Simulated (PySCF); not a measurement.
# C₂H₈BNO₂: electronic excitations at several levels of theory, part 2 of 2

PySCF 2.14.0. Atoms count from 0.

## 9. Ultraviolet spectrum: wB97X-D/def2-SVPD

Job settings and geometry (Å):

```
{"job": {"kind": "uv", "xc": "wB97X-D", "basis": "def2-SVPD", "ip": true}, "charge": 0, "multiplicity": 1}
C     -0.556764     1.292128    -0.411960
N     -0.077799    -0.060806    -0.339607
C     -1.096482    -1.062361    -0.182174
B      1.297085    -0.382734    -0.417814
O      2.204369     0.646675    -0.558605
O      1.663858    -1.710622    -0.349227
H     -1.106994     1.579300     0.504807
H      0.284815     1.984438    -0.537555
H     -1.250225     1.432795    -1.263413
H     -0.641523    -2.059163    -0.130094
H     -1.684273    -0.901745     0.742178
H     -1.812089    -1.052423    -1.026667
H      3.118932     0.364428    -0.609414
H      2.607978    -1.866284    -0.404713
```

Level: TDDFT wB97X-D/def2-SVPD, vertical, gas phase, core orbitals frozen in the response.

The program printed:

```text
coarse grid: 11456 points
cycle   1  E = -310.7305971629  dE =  8.085e-01  |g| = 8.309e-01  |ddm| = 5.026e+00
cycle   2  E = -310.7278367460  dE =  2.760e-03  |g| = 8.903e-01  |ddm| = 1.703e+00
cycle   3  E = -310.8662769640  dE = -1.384e-01  |g| = 4.423e-02  |ddm| = 8.096e-01
cycle   4  E = -310.8666740074  dE = -3.970e-04  |g| = 2.289e-02  |ddm| = 1.038e-01
cycle   5  E = -310.8667778173  dE = -1.038e-04  |g| = 8.615e-03  |ddm| = 3.537e-02
cycle   6  E = -310.8667936061  dE = -1.579e-05  |g| = 8.470e-04  |ddm| = 1.060e-02
cycle   7  E = -310.8667938810  dE = -2.748e-07  |g| = 3.092e-04  |ddm| = 2.782e-03
final grid: 110008 points
cycle   8  E = -310.9157401743  dE = -8.577e-05  |g| = 5.458e-03  |ddm| = 1.660e-01
cycle   9  E = -310.9157425234  dE = -2.349e-06  |g| = 5.145e-03  |ddm| = 2.191e-02
cycle  10  E = -310.9157474933  dE = -4.970e-06  |g| = 4.533e-04  |ddm| = 5.473e-03
cycle  11  E = -310.9157475655  dE = -7.218e-08  |g| = 2.479e-04  |ddm| = 1.803e-03
cycle  12  E = -310.9157475822  dE = -1.668e-08  |g| = 3.480e-05  |ddm| = 5.571e-04
cycle  13  E = -310.9157475828  dE = -6.867e-10  |g| = 9.840e-06  |ddm| = 1.369e-04
converged SCF energy = -310.9157475828

Static polarisability (au): isotropic 56.428, principal 45.359 57.438 66.486

Singlet excitations
state   eV       nm        f      main configurations
  1   5.9004    210.1   0.00652   H->L 0.89
  2   6.9069    179.5   0.01371   H->L+1 0.89
  3   7.5355    164.5   0.00001   H->L+2 0.76, H-1->L 0.11, H->L+4 0.08
  4   7.8588    157.8   0.00005   H-1->L 0.72, H->L+4 0.15
  5   7.9231    156.5   0.03118   H->L+3 0.93
  6   8.0045    154.9   0.24748   H->L+5 0.80, H->L+7 0.18
  7   8.4025    147.6   0.01867   H-2->L 0.81, H-4->L 0.12
  8   8.4481    146.8   0.00000   H->L+4 0.73, H->L+2 0.15
  9   8.5217    145.5   0.00062   H->L+6 0.74, H->L+12 0.16
 10   8.8316    140.4   0.12637   H->L+7 0.76, H->L+5 0.18

Triplet excitations (Tamm-Dancoff, eV): 5.8680 6.8651 7.0401 7.4247
Vertical ionisation energy (delta-SCF) = 8.5149 eV
```

Wall time 56 s (1 thread of Arm Neoverse V1, shared host); peak memory 0.87 GiB.

This run: HOMO -8.27 eV, LUMO 1.31 eV; lowest singlet 5.90 eV.

## 10. Excited states and response: LC-wPBE/def2-SVPD

Same as in step 9 but for these lines:

```diff
@@ -1,2 +1,2 @@
-{"job": {"kind": "uv", "xc": "wB97X-D", "basis": "def2-SVPD", "ip": true}, "charge": 0, "multiplicity": 1}
+{"job": {"kind": "uv", "xc": "LC-wPBE", "basis": "def2-SVPD", "ip": true}, "charge": 0, "multiplicity": 1}
 C     -0.556764     1.292128    -0.411960
```

Level: TDDFT LC-wPBE/def2-SVPD, vertical, gas phase, core orbitals frozen in the response.

The program printed:

```text
coarse grid: 11456 points
cycle   1  E = -310.6411012210  dE =  8.957e-01  |g| = 8.090e-01  |ddm| = 4.885e+00
cycle   2  E = -310.6692758840  dE = -2.817e-02  |g| = 7.773e-01  |ddm| = 1.529e+00
cycle   3  E = -310.7727550812  dE = -1.035e-01  |g| = 5.081e-02  |ddm| = 7.240e-01
cycle   4  E = -310.7733785673  dE = -6.235e-04  |g| = 2.147e-02  |ddm| = 1.380e-01
cycle   5  E = -310.7734723212  dE = -9.375e-05  |g| = 9.003e-03  |ddm| = 3.349e-02
cycle   6  E = -310.7734895379  dE = -1.722e-05  |g| = 8.485e-04  |ddm| = 1.232e-02
cycle   7  E = -310.7734899378  dE = -3.999e-07  |g| = 2.071e-04  |ddm| = 3.977e-03
final grid: 110008 points
cycle   8  E = -310.8318995458  dE = -3.127e-05  |g| = 3.974e-03  |ddm| = 6.452e-02
cycle   9  E = -310.8319009515  dE = -1.406e-06  |g| = 3.424e-03  |ddm| = 1.341e-02
cycle  10  E = -310.8319034781  dE = -2.527e-06  |g| = 3.827e-04  |ddm| = 3.816e-03
cycle  11  E = -310.8319035122  dE = -3.402e-08  |g| = 1.826e-04  |ddm| = 1.079e-03
cycle  12  E = -310.8319035205  dE = -8.327e-09  |g| = 3.576e-05  |ddm| = 4.990e-04
cycle  13  E = -310.8319035209  dE = -4.190e-10  |g| = 1.522e-05  |ddm| = 7.800e-05
converged SCF energy = -310.8319035209

Static polarisability (au): isotropic 55.245, principal 44.409 56.298 65.029

Singlet excitations
state   eV       nm        f      main configurations
  1   6.4305    192.8   0.00959   H->L 0.79, H->L+1 0.11
  2   7.4297    166.9   0.01051   H->L+1 0.79, H->L 0.12
  3   7.9605    155.7   0.00002   H-1->L 0.44, H->L+2 0.42
  4   8.2403    150.5   0.00052   H-1->L 0.33, H->L+2 0.30, H->L+4 0.26
  5   8.3401    148.7   0.29414   H->L+5 0.49, H->L+7 0.39, H->L+12 0.10
  6   8.4034    147.5   0.04067   H->L+3 0.87
  7   8.6834    142.8   0.02097   H-2->L 0.73, H-4->L 0.13
  8   8.9929    137.9   0.00127   H->L+6 0.56, H->L+10 0.22
  9   9.1075    136.1   0.00000   H->L+4 0.64, H->L+2 0.22
 10   9.2345    134.3   0.12006   H->L+5 0.46, H->L+7 0.31, H->L+12 0.13

Triplet excitations (Tamm-Dancoff, eV): 6.3163 7.1289 7.2494 7.6801
Vertical ionisation energy (delta-SCF) = 8.6436 eV
```

It took 70 s on 1 thread of Arm Neoverse V1, shared host; peak memory 0.83 GiB.

This run: HOMO -9.11 eV, LUMO 1.33 eV; lowest singlet 6.43 eV.

## 11. Excited states and response: PBE0/6-31G*

Same as in step 10 but for these lines:

```diff
@@ -1,2 +1,2 @@
-{"job": {"kind": "uv", "xc": "LC-wPBE", "basis": "def2-SVPD", "ip": true}, "charge": 0, "multiplicity": 1}
+{"job": {"kind": "uv", "xc": "PBE0", "basis": "6-31G*"}, "charge": 0, "multiplicity": 1}
 C     -0.556764     1.292128    -0.411960
```

Method: TDDFT PBE0/6-31G*, vertical, gas phase, core orbitals frozen in the response.

The program printed:

```text
coarse grid: 11456 points
cycle   1  E = -310.7464514139  dE =  7.339e-01  |g| = 8.635e-01  |ddm| = 3.320e+00
cycle   2  E = -310.6624594703  dE =  8.399e-02  |g| = 1.106e+00  |ddm| = 1.417e+00
cycle   3  E = -310.8911217566  dE = -2.287e-01  |g| = 6.027e-02  |ddm| = 8.041e-01
cycle   4  E = -310.8917331657  dE = -6.114e-04  |g| = 2.984e-02  |ddm| = 7.624e-02
cycle   5  E = -310.8919305502  dE = -1.974e-04  |g| = 9.176e-03  |ddm| = 3.274e-02
cycle   6  E = -310.8919478197  dE = -1.727e-05  |g| = 1.716e-03  |ddm| = 7.496e-03
cycle   7  E = -310.8919484252  dE = -6.055e-07  |g| = 2.890e-04  |ddm| = 1.237e-03
final grid: 110008 points
cycle   8  E = -310.8392434309  dE = -2.432e-05  |g| = 7.365e-03  |ddm| = 1.878e-02
cycle   9  E = -310.8392344303  dE =  9.001e-06  |g| = 9.798e-03  |ddm| = 1.500e-02
cycle  10  E = -310.8392567628  dE = -2.233e-05  |g| = 1.032e-03  |ddm| = 8.475e-03
cycle  11  E = -310.8392569834  dE = -2.207e-07  |g| = 1.210e-04  |ddm| = 7.344e-04
cycle  12  E = -310.8392569862  dE = -2.784e-09  |g| = 4.313e-05  |ddm| = 1.234e-04
cycle  13  E = -310.8392569866  dE = -4.186e-10  |g| = 9.727e-06  |ddm| = 5.029e-05
converged SCF energy = -310.8392569866

Static polarisability (au): isotropic 46.012, principal 34.134 46.112 57.790

Singlet excitations
state   eV       nm        f      main configurations
  1   6.5984    187.9   0.00063   H->L 0.99
  2   8.0622    153.8   0.04625   H->L+2 0.99
  3   8.3125    149.2   0.00279   H->L+3 0.78, H-1->L 0.20
  4   8.3795    148.0   0.37749   H->L+1 0.96
  5   8.6595    143.2   0.00015   H-1->L 0.78, H->L+3 0.19
  6   9.1697    135.2   0.00524   H-2->L 0.94
  7   9.3511    132.6   0.00401   H->L+4 0.99
  8   9.6761    128.1   0.00000   H->L+5 0.96
  9  10.0448    123.4   0.04476   H->L+8 0.86
 10  10.1796    121.8   0.00663   H-5->L 0.52, H-1->L+3 0.34, H->L+8 0.11

Triplet excitations (Tamm-Dancoff, eV): 6.4559 6.9891 7.7530 7.9426
```

Wall time 13 s (1 thread of Arm Neoverse V1, shared host); peak memory 0.58 GiB.

Key values: HOMO -6.01 eV, LUMO 1.76 eV; lowest singlet 6.60 eV.

## 12. Side by side: electronic excitations

Excitations and ground-state properties, with basis size and wall time:

| run | lowest singlet (eV) | brightest (eV) | f | gap (eV) | α (Å³) | μ (D) | functions | time |
| --- | --- | --- | --- | --- | --- | --- | --- | --- |
| HF/def2-SVPD | 7.14 | 10.22 | 0.201 | 11.18 | 7.63 | 1.74 | 190 | 16 s |
| LDA/def2-SVPD | 4.24 | 6.90 | 0.178 | 4.23 | 9.05 | 1.48 | 190 | 42 s |
| PBE/def2-SVPD | 4.20 | 6.89 | 0.134 | 4.19 | 8.94 | 1.46 | 190 | 63 s |
| B3LYP/def2-SVPD | 4.88 | 7.38 | 0.158 | 5.68 | 8.56 | 1.52 | 190 | 50 s |
| PBE0/def2-SVPD | 5.20 | 7.61 | 0.138 | 6.21 | 8.46 | 1.53 | 190 | 54 s |
| BHandHLYP/def2-SVPD | 5.88 | 8.12 | 0.181 | 7.89 | 8.11 | 1.60 | 190 | 53 s |
| CAM-B3LYP/def2-SVPD | 5.58 | 7.79 | 0.192 | 8.14 | 8.40 | 1.55 | 190 | 60 s |
| wB97X-D/def2-SVPD | 5.90 | 8.00 | 0.247 | 9.59 | 8.36 | 1.55 | 190 | 56 s |
| LC-wPBE/def2-SVPD | 6.43 | 8.34 | 0.294 | 10.44 | 8.19 | 1.55 | 190 | 70 s |
| PBE0/6-31G* | 6.60 | 8.38 | 0.377 | 7.77 | 6.82 | 1.90 | 100 | 13 s |

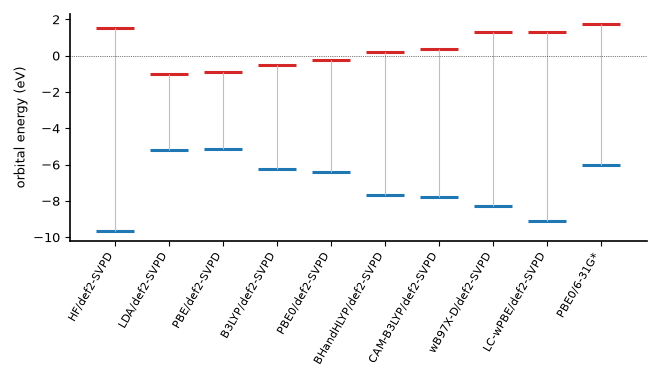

HOMO (blue) and LUMO (red) run by run.

## 13. Summary of results

The summary covers parts 1 to 2.

| quantity | value |
| --- | --- |
| lowest singlet (HF/def2-SVPD) | 7.14 eV (174 nm), f = 0.010 |
| brightest single state of those computed | state 10, 10.22 eV, f = 0.201 |
| lowest triplet | 6.95 eV |
| vertical ionisation energy (ΔSCF) | 7.49 eV |
| range of the lowest singlet | 4.20 to 7.14 eV |

In words: Single values in the summary come from the first sound run of each kind (HF/def2-SVPD), which need not be the best level. The lowest singlet, at 7.14 eV, is HOMO→LUMO 0.73, HOMO→LUMO+1 0.15 and is weak; of the 10 states computed, the strongest absorption comes from state 10 at 10.22 eV (the last computed, so partners may be missing). The lowest triplet lies 0.19 eV below the lowest singlet (triplets in Tamm-Dancoff, singlets in full TDDFT). At HF/def2-SVPD, the highest states lie near or above the ionisation energy, where they hang on the basis. The orbital energy would give 9.65 eV for ionisation, ΔSCF gives 7.49 eV. The lowest singlet runs from 4.20 eV (PBE/def2-SVPD) to 7.14 eV (HF/def2-SVPD), while the orbital gap spans 4.19 to 11.18 eV. The lowest state need not be the same one in every run. The runs solved for a few states only, so the brightest column depends on that window.
